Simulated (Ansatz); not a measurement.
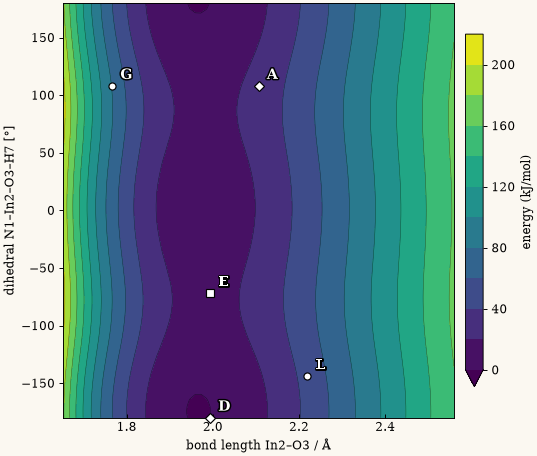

ClH3InNO, SMILES [NH2][In]([OH])[Cl]. Coordinates scanned: (1) bond length In2–O3; (2) dihedral N1–In2–O3–H7. Nothing is relaxed (all other coordinates rigid). Grid: 9 × 10 points. All energies are given in kJ/mol relative to the lowest grid point. The restricted reference is unstable at some or all points, so the energies there are unreliable. Method: RHF-MP2, frozen core/def2-TZVP (Ansatz).

In the figure: filled contours, lettered points. Between grid points the surface is interpolated.

What kind of point is each of A, D, E, G, L: minimum, saddle, maximum or slope?

Answer. A: on a slope; D: minimum; E: saddle point; G: on a slope; L: on a slope. (In these two coordinates alone; a stationary point may lie a little off the grid point.)

Rank the lettered points by energy, lowest first.

Answer. D (0 kJ/mol), E (14 kJ/mol), A (27 kJ/mol), L (47 kJ/mol), G (79 kJ/mol).
